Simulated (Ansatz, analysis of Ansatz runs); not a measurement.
## Y4S3N2 (C2/m), nudged elastic band: V_N hop (3.0 Å) (q = +3)

Wanted: path and barrier of a jump of N in Y4S3N2 (C2/m) at charge +3. The case: V_N hop (3.0 Å), in a cell of 108 host atoms with 1 N taken out.

Main program and level: Ansatz 0.2.0; plane-wave PAW DFT, PBEsol; nudged elastic band between two relaxed defect structures at fixed charge in a uniform background.

### 1. Starting point

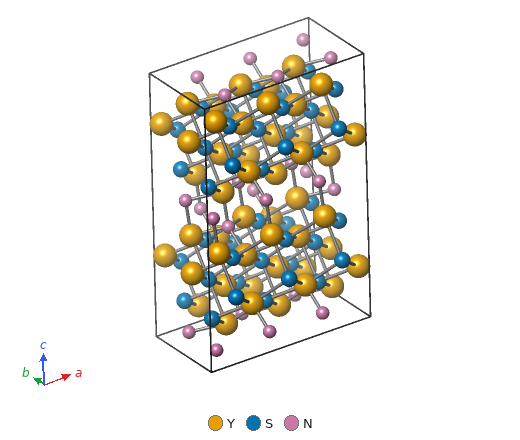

The starting structure, seen slightly off an axis (yttrium orange, sulfur blue, nitrogen pink). Bonds to atoms that aren't drawn are left out. Some periodic images of atoms are drawn too.

The cell holds 107 atoms: 48 Y, 36 S and 23 N. Cell: a = 11.374 Å, b = 13.329 Å, c = 15.760 Å, α = 83.9°, β = 76.1°, γ = 73.5°. It derives from Y4S3N2 (space group C2/m). Nearest the centre at fractional (0.333, 0.499, 0.750): N35 at 1.51 Å, Y47 at 1.67 Å, Y28 at 1.68 Å, N18 at 3.08 Å, N70 at 3.08 Å, Y11 at 3.16 Å, Y63 at 3.16 Å, Y49 at 3.42 Å. The cell carries charge +3.

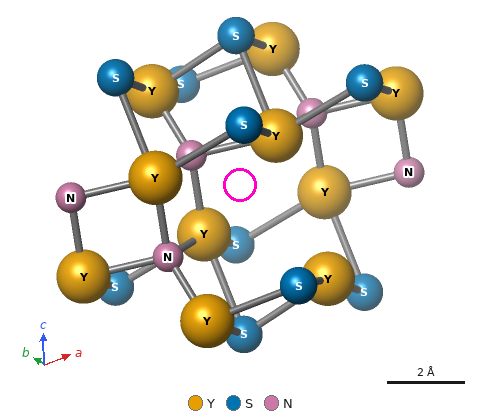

The atoms within 5 Å of the centre. A ring marks the middle of the ideal hop wherever no atom is near it.

The cell's shortest repeat is 11.4 Å.

### 2. Relaxation of the start point, charge +3

A barrier is counted from a minimum, so both ends are relaxed first. Small random displacements break the symmetry of the ideal sites, so that the defect can distort if it gains by it. The charge of +3 is set by the electron count, and a uniform background keeps the cell neutral.

Input file qp3_c108k1s.start/input.yaml:

```yaml
crystal:
  lattice:
    - [0.0, -11.37446657, 0.0]
    - [-12.77813411, -3.79148886, 0.02476517]
    - [-0.65688509, -3.79148886, -15.28259504]
  atoms:
    - { symbol: "Y", position: [0.25320871, 0.06483267, 0.1755412] }
    - { symbol: "Y", position: [0.08012462, 0.43516733, 0.3244588] }
    - { symbol: "Y", position: [0.14521115, 0.13623343, 0.42813311] }
    - { symbol: "Y", position: [0.18812218, 0.36376657, 0.07186689] }
    - { symbol: S, position: [0.0, 0.0, 0.0] }
    - { symbol: S, position: [0.05808532, 0.21787449, 0.10786956] }
    - { symbol: S, position: [0.27524802, 0.28212551, 0.39213044] }
    - { symbol: "N", position: [0.21463839, 0.03640595, 0.31967887] }
    - { symbol: "N", position: [0.11869494, 0.46359405, 0.18032113] }
    - { symbol: "Y", position: [0.25320871, 0.06483267, 0.6755412] }
    - { symbol: "Y", position: [0.08012462, 0.43516733, 0.8244588] }
    - { symbol: "Y", position: [0.14521115, 0.13623343, 0.92813311] }
    - { symbol: "Y", position: [0.18812218, 0.36376657, 0.57186689] }
    - { symbol: S, position: [0.0, 0.0, 0.5] }
    - { symbol: S, position: [0.05808532, 0.21787449, 0.60786956] }
    - { symbol: S, position: [0.27524802, 0.28212551, 0.89213044] }
    - { symbol: "N", position: [0.21463839, 0.03640595, 0.81967887] }
    - { symbol: "N", position: [0.11869494, 0.46359405, 0.68032113] }
    - { symbol: "Y", position: [0.25320871, 0.56483267, 0.1755412] }
    - { symbol: "Y", position: [0.08012462, 0.93516733, 0.3244588] }
    - { symbol: "Y", position: [0.14521115, 0.63623343, 0.42813311] }
    - { symbol: "Y", position: [0.18812218, 0.86376657, 0.07186689] }
    - { symbol: S, position: [0.0, 0.5, 0.0] }
    - { symbol: S, position: [0.05808532, 0.71787449, 0.10786956] }
    - { symbol: S, position: [0.27524802, 0.78212551, 0.39213044] }
    - { symbol: "N", position: [0.21463839, 0.53640595, 0.31967887] }
    - { symbol: "N", position: [0.11869494, 0.96359405, 0.18032113] }
    - { symbol: "Y", position: [0.25320871, 0.56483267, 0.6755412] }
    - { symbol: "Y", position: [0.08012462, 0.93516733, 0.8244588] }
    - { symbol: "Y", position: [0.14521115, 0.63623343, 0.92813311] }
    - { symbol: "Y", position: [0.18812218, 0.86376657, 0.57186689] }
    - { symbol: S, position: [0.0, 0.5, 0.5] }
    - { symbol: S, position: [0.05808532, 0.71787449, 0.60786956] }
    - { symbol: S, position: [0.27524802, 0.78212551, 0.89213044] }
    - { symbol: "N", position: [0.21463839, 0.53640595, 0.81967887] }
    - { symbol: "N", position: [0.11869494, 0.96359405, 0.68032113] }
    - { symbol: "Y", position: [0.58654204, 0.06483267, 0.1755412] }
    - { symbol: "Y", position: [0.41345796, 0.43516733, 0.3244588] }
    - { symbol: "Y", position: [0.47854449, 0.13623343, 0.42813311] }
    - { symbol: "Y", position: [0.52145551, 0.36376657, 0.07186689] }
    - { symbol: S, position: [0.33333333, 0.0, 0.0] }
    - { symbol: S, position: [0.39141865, 0.21787449, 0.10786956] }
    - { symbol: S, position: [0.60858135, 0.28212551, 0.39213044] }
    - { symbol: "N", position: [0.54797173, 0.03640595, 0.31967887] }
    - { symbol: "N", position: [0.45202827, 0.46359405, 0.18032113] }
    - { symbol: "Y", position: [0.58654204, 0.06483267, 0.6755412] }
    - { symbol: "Y", position: [0.41345796, 0.43516733, 0.8244588] }
    - { symbol: "Y", position: [0.47854449, 0.13623343, 0.92813311] }
    - { symbol: "Y", position: [0.52145551, 0.36376657, 0.57186689] }
    - { symbol: S, position: [0.33333333, 0.0, 0.5] }
    - { symbol: S, position: [0.39141865, 0.21787449, 0.60786956] }
    - { symbol: S, position: [0.60858135, 0.28212551, 0.89213044] }
    - { symbol: "N", position: [0.54797173, 0.03640595, 0.81967887] }
    - { symbol: "Y", position: [0.58654204, 0.56483267, 0.1755412] }
    - { symbol: "Y", position: [0.41345796, 0.93516733, 0.3244588] }
    - { symbol: "Y", position: [0.47854449, 0.63623343, 0.42813311] }
    - { symbol: "Y", position: [0.52145551, 0.86376657, 0.07186689] }
    - { symbol: S, position: [0.33333333, 0.5, 0.0] }
    - { symbol: S, position: [0.39141865, 0.71787449, 0.10786956] }
    - { symbol: S, position: [0.60858135, 0.78212551, 0.39213044] }
    - { symbol: "N", position: [0.54797173, 0.53640595, 0.31967887] }
    - { symbol: "N", position: [0.45202827, 0.96359405, 0.18032113] }
    - { symbol: "Y", position: [0.58654204, 0.56483267, 0.6755412] }
    - { symbol: "Y", position: [0.41345796, 0.93516733, 0.8244588] }
    - { symbol: "Y", position: [0.47854449, 0.63623343, 0.92813311] }
    - { symbol: "Y", position: [0.52145551, 0.86376657, 0.57186689] }
    - { symbol: S, position: [0.33333333, 0.5, 0.5] }
    - { symbol: S, position: [0.39141865, 0.71787449, 0.60786956] }
    - { symbol: S, position: [0.60858135, 0.78212551, 0.89213044] }
    - { symbol: "N", position: [0.54797173, 0.53640595, 0.81967887] }
    - { symbol: "N", position: [0.45202827, 0.96359405, 0.68032113] }
    - { symbol: "Y", position: [0.91987538, 0.06483267, 0.1755412] }
    - { symbol: "Y", position: [0.74679129, 0.43516733, 0.3244588] }
    - { symbol: "Y", position: [0.81187782, 0.13623343, 0.42813311] }
    - { symbol: "Y", position: [0.85478885, 0.36376657, 0.07186689] }
    - { symbol: S, position: [0.66666667, 0.0, 0.0] }
    - { symbol: S, position: [0.72475198, 0.21787449, 0.10786956] }
    - { symbol: S, position: [0.94191468, 0.28212551, 0.39213044] }
    - { symbol: "N", position: [0.88130506, 0.03640595, 0.31967887] }
    - { symbol: "N", position: [0.78536161, 0.46359405, 0.18032113] }
    - { symbol: "Y", position: [0.91987538, 0.06483267, 0.6755412] }
    - { symbol: "Y", position: [0.74679129, 0.43516733, 0.8244588] }
    - { symbol: "Y", position: [0.81187782, 0.13623343, 0.92813311] }
    - { symbol: "Y", position: [0.85478885, 0.36376657, 0.57186689] }
    - { symbol: S, position: [0.66666667, 0.0, 0.5] }
    - { symbol: S, position: [0.72475198, 0.21787449, 0.60786956] }
    - { symbol: S, position: [0.94191468, 0.28212551, 0.89213044] }
    - { symbol: "N", position: [0.88130506, 0.03640595, 0.81967887] }
    - { symbol: "N", position: [0.78536161, 0.46359405, 0.68032113] }
    - { symbol: "Y", position: [0.91987538, 0.56483267, 0.1755412] }
    - { symbol: "Y", position: [0.74679129, 0.93516733, 0.3244588] }
    - { symbol: "Y", position: [0.81187782, 0.63623343, 0.42813311] }
    - { symbol: "Y", position: [0.85478885, 0.86376657, 0.07186689] }
    - { symbol: S, position: [0.66666667, 0.5, 0.0] }
    - { symbol: S, position: [0.72475198, 0.71787449, 0.10786956] }
    - { symbol: S, position: [0.94191468, 0.78212551, 0.39213044] }
    - { symbol: "N", position: [0.88130506, 0.53640595, 0.31967887] }
    - { symbol: "N", position: [0.78536161, 0.96359405, 0.18032113] }
    - { symbol: "Y", position: [0.91987538, 0.56483267, 0.6755412] }
    - { symbol: "Y", position: [0.74679129, 0.93516733, 0.8244588] }
    - { symbol: "Y", position: [0.81187782, 0.63623343, 0.92813311] }
    - { symbol: "Y", position: [0.85478885, 0.86376657, 0.57186689] }
    - { symbol: S, position: [0.66666667, 0.5, 0.5] }
    - { symbol: S, position: [0.72475198, 0.71787449, 0.60786956] }
    - { symbol: S, position: [0.94191468, 0.78212551, 0.89213044] }
    - { symbol: "N", position: [0.88130506, 0.53640595, 0.81967887] }
    - { symbol: "N", position: [0.78536161, 0.96359405, 0.68032113] }
total_charge: 3
basis:
  ecutwfc: 420
  xc_grid: 2
hamiltonian:
  xc: pbesol
kpoints:
  mp_grid: { grid: [1, 1, 1], shift: [0.25, 0.25, 0.25] }
scf:
  occupations: { method: fixed }
  max_iter: 100
output:
  forces: true
relax:
  f_tol: 0.02
  max_steps: 70
  random_displacement: { amplitude: 0.03, seed: 9532 }
```

The run is started by

```sh
$ ansatz run input.yaml --threads 32 --pin off --max-ram 84787MiB --backend cuda --events-out ev --progress --plain --runs-dir out --max-vram 78GiB
```

Numbers of over 12 decimals in the logs are rounded to 6 here.

Log:

```text
[...]
Engine: ansatz 0.2.0, aarch64-unknown-linux-gnu
[...]
Pseudopotential: Y, paw, valence charge 11, recommended cutoff 420 eV (normal), Y.paw.azcp
Pseudopotential: S, paw, valence charge 6, recommended cutoff 420 eV (normal), S.paw.azcp
Pseudopotential: N, paw, valence charge 5, recommended cutoff 420 eV (normal), N.paw.azcp
Functional definition: PBEsol
[...]
Crystal: 107 atoms, lattice volume = 2221.426 Å³
Basis set: ecut = 420 eV, 43387 PW (Γ), exchange–correlation on 160×180×216 points (8 copies of the dense FFT grid, shifted against one another)
Bands: 535, of which v1, the nominal top of the filled ones, is band 428 counted from 1 (427 counted from 0)
[...]
k-points: 1
[...]
Functional: x = pbesol(κ = 0.804, μ = 0.123457), c = pbesol(β = 0.046)
[...]
SCF iter   2: F=—  HF=-222967.038984 eV  |F-HF|=—  |Δ(HF+E_count)|=   4.03e-1  Δρ=7.17e-3  dr2=9.10e0  ethr=1.13e-3  ⟨swp⟩=3.0  Hψ=755  notcnv=0  defer=104
[...]
SCF 1 converged in 14 iterations: F = -222965.947185 eV  dr2 = 3.74e-6
[...]
relax step   1: F+E_penalty+E_count = -222965.94718526 eV  Δ(F+E_penalty+E_count) = +0.000e0 eV  max|allowed force component| = 2.219e0 eV/Å  Δτ_max = 0.0000 Å  (14 SCF iters, dr2 threshold 1.00e-5 eV [...]
[...]
SCF iter   1: F=—  HF=-222969.210644 eV  |F-HF|=—  |Δ(HF+E_count)|=         —  Δρ=6.82e-3  dr2=4.68e0  ethr=5.52e-4  ⟨swp⟩=1.0  Hψ=1476  notcnv=0  defer=101
[...]
SCF iter   2: F=—  HF=-222968.227900 eV  |F-HF|=—  |Δ(HF+E_count)|=   9.83e-1  Δρ=3.85e-3  dr2=6.78e-1  ethr=5.46e-4  ⟨swp⟩=3.0  Hψ=818  notcnv=0  defer=105
[...]
SCF 2 converged in 13 iterations: F = -222968.051389 eV  dr2 = 6.03e-5
[...]
SCF 3 converged in 7 iterations: F = -222968.761856 eV  dr2 = 2.28e-5
[...]
SCF 7 converged in 7 iterations: F = -222968.975111 eV  dr2 = 4.88e-8
[...]
SCF converged after 7 iterations
[...]
```

Elapsed: 8.8 s, on 1 × NVIDIA GB200 with 32 threads of Arm Neoverse V2, shared host; peak memory 1.5 GiB.

Relaxation path:

| step | energy less that of the first step (eV) | largest force component (eV/Å) |
| --- | --- | --- |
| 1 | 0.0000 | 2.2192 |
| 2 | -2.1042 | 1.4989 |
| 3 | -2.8147 | 0.4706 |
| 4 | -2.9851 | 0.1924 |
| 5 | -3.0215 | 0.0774 |
| 6 | -3.0273 | 0.0353 |
| 7 | -3.0279 | 0.0184 |

The atoms that moved most (Å, from the sites as typed, ahead of the random displacement, the mean shift of all atoms taken out):

```
atom      dx      dy      dz  length
 Y49   0.262   0.000   0.508   0.572
 Y28  -0.207   0.253  -0.023   0.328
 Y63  -0.206  -0.252  -0.021   0.326
 Y47   0.028   0.000  -0.301   0.302
 S43   0.089  -0.001   0.155   0.179
 S67  -0.005  -0.077  -0.153   0.172
S103  -0.001   0.071  -0.147   0.163
 N70   0.051   0.113   0.075   0.145
```

Neighbours of N35 at the end:

| atom | distance (Å) |
| --- | --- |
| Y28 | 2.201 |
| Y30 | 2.218 |
| Y47 | 2.234 |
| Y11 | 2.396 |
| N18 | 3.010 |
| S16 | 3.387 |
| S58 | 3.388 |
| S23 | 3.457 |

Read from the output:

```yaml
free_energy: -222968.9751 eV
r_m_s_move_of_the_farther_half_of_the_atoms: 0.03705 Å
largest_move_from_the_ideal_geometry_of_this_structure_a_common_shift_of_the_far_atoms_taken_out: 0.5663 Å
```

The relaxation gained 3.028 eV and ended with a largest force component of 0.018 eV/Å.

[end of part 1 of 3]

[Logs are printed without paths, hosts, clocks, repeated set-up lines and the standing remarks that a program may print on its own settings, such as how far it seeks lower states.]

[Hosts, paths, dates, database ids (printed as entryN), source tags and the programs' standing remarks are cut or masked in the printed files.]
